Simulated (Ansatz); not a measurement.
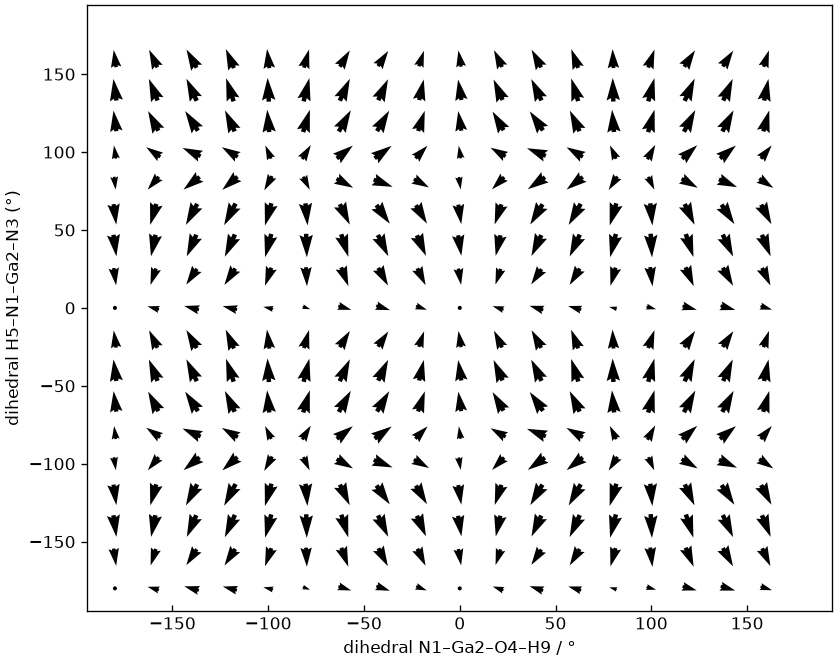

GaH₅N₂O, SMILES [NH2][Ga]([NH2])[OH]. Coordinates scanned: (1) dihedral N1–Ga2–O4–H9; (2) dihedral H5–N1–Ga2–N3. Nothing is relaxed (all other coordinates rigid). Grid: 18 × 18 points. Points are written as (first, second). The calculation used RHF/def2-TZVP in Ansatz.

The picture shows arrows along the force (downhill), their lengths compressed.

The arrows alone are given. Where are the wells?

Answer. The arrows converge at (−180°, −180°); (−180°, 0°) (0.27 kJ/mol up); (0°, −180°) (1.6 kJ/mol up); (0°, 0°) (1.8 kJ/mol up) (read from the interpolated surface).

The energy map of the same scan:

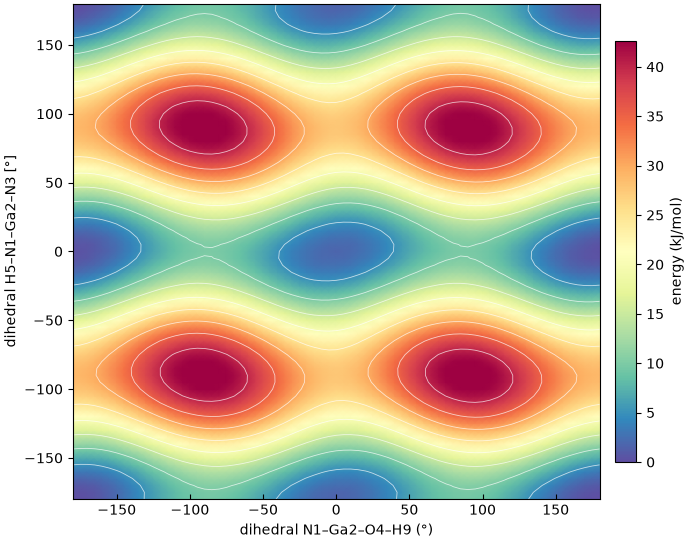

Energies are in kJ/mol, from the lowest grid point; between grid points the surface is interpolated.
